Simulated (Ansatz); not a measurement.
# Cl₃HOTi···H₂: what the fields show

Input file:

```
crystal:
  periodic: [false, false, false]
  atoms:
    - { symbol: Ti, position_ang: [-0.665213, 0.460662, 0.108577] }
    - { symbol: Cl, position_ang: [0.815948, 1.70754, -1.542601] }
    - { symbol: Cl, position_ang: [-1.87873, -1.105838, -0.838279] }
    - { symbol: Cl, position_ang: [-2.045609, 1.879956, 1.045652] }
    - { symbol: O, position_ang: [0.283053, -0.241473, 1.400403] }
    - { symbol: H, position_ang: [1.635064, -0.792366, -1.385755] }
    - { symbol: H, position_ang: [1.595226, -1.451873, -1.138456] }
    - { symbol: H, position_ang: [0.26036, -0.456608, 2.35046] }
basis:
  gaussian: { orbitals: def2-SVP }
hamiltonian:
  xc: revpbe
relax:
  f_tol: 0.03
  max_steps: 50
output:
  orbitals: {}
```

Command:

```sh
ansatz run input.yaml --threads 2 --pin off --max-ram 3072MiB --backend cpu --events-out ev --progress --plain --runs-dir out
```

The fields are those of the run's last geometry, not of the input's.

Computed with RKS revPBE/def2-SVP in Ansatz 0.2.0.

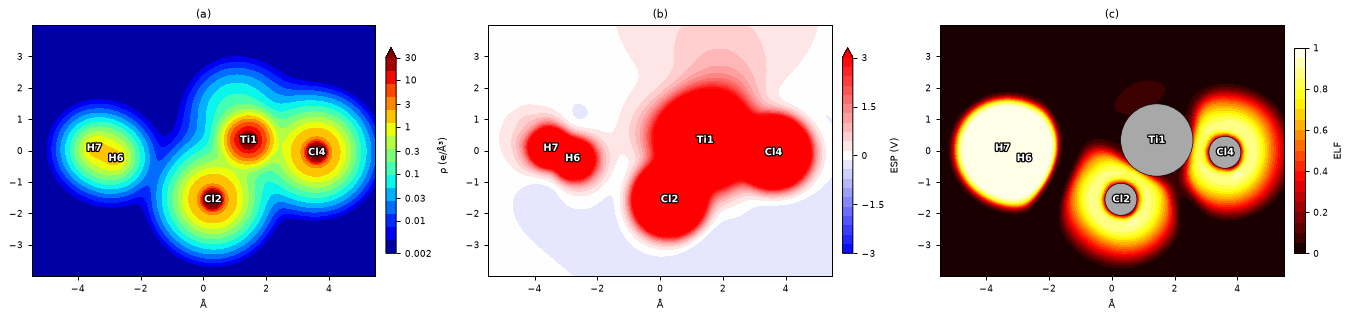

Figure 1. (a) total electron density; (b) electrostatic potential; (c) ELF on the plane of atoms Cl2, Ti1 and Cl4. Grey discs cover the atomic cores in the ELF map.

Question: What do the fields say about this system?

Answer:
- Atoms in the plane: Ti, Cl and H.
- Ti–Cl (2.21 Å): ρ is about 0.63 e/Å³ halfway; the ELF peaks at about 0.85 in the valence shell of Cl, 0.8 Å from its nucleus, and is about 0.40 at the midpoint.
- H–H (0.77 Å): the density is about 1.7 e/Å³ at the midpoint; the ELF peaks at about 1 between the atoms.
- Outside the dense part of the complex the potential is most negative (−0.3 V) near Cl2.

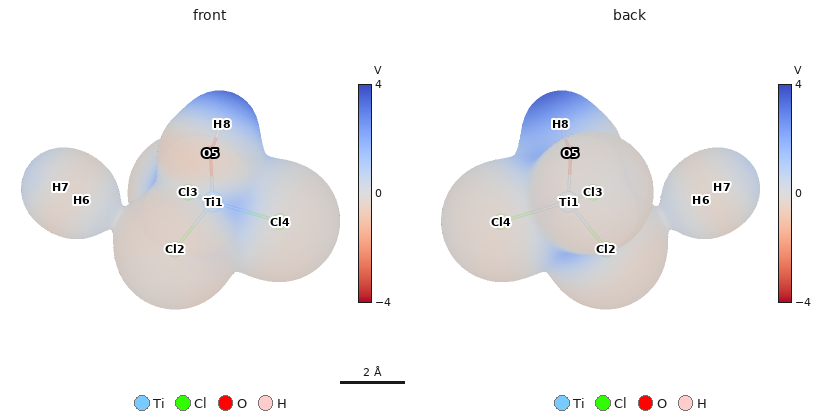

Figure 2. The electrostatic potential painted on the density surface at 0.002 e/bohr³, seen from the front and from behind; the colour scale runs from red (negative) to blue (positive).

Question: Describe the electrostatic potential map.

Answer: The most negative region (about −0.5 V) lies over O5, the most positive (about +3.2 V) over H8.

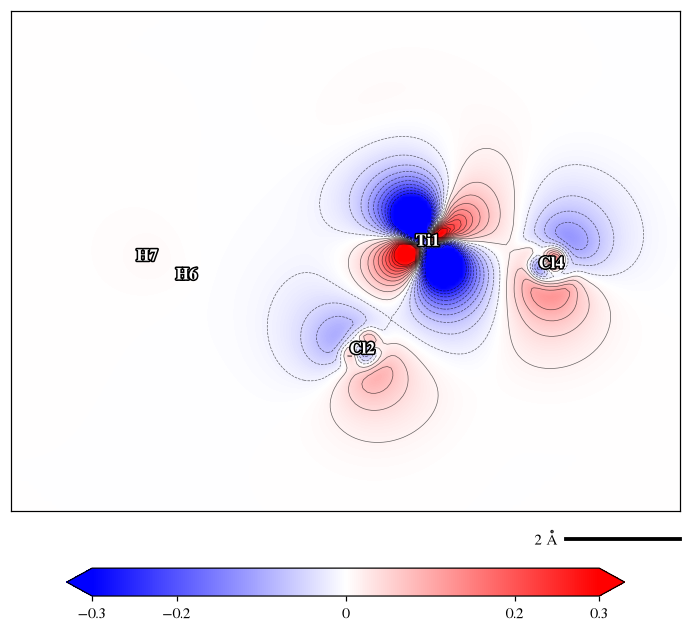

Figure 3. The LUMO on the plane of atoms Cl2, Ti1 and Cl4 (values in Å⁻³ᐟ²; the overall sign is arbitrary).

Question: What is the character of this orbital?

Answer: Its weight (Hirshfeld) is mainly on Ti1 (about 75 %), Cl3 (about 10 %) and Cl4 (about 10 %). Its energy is −4.12 eV.
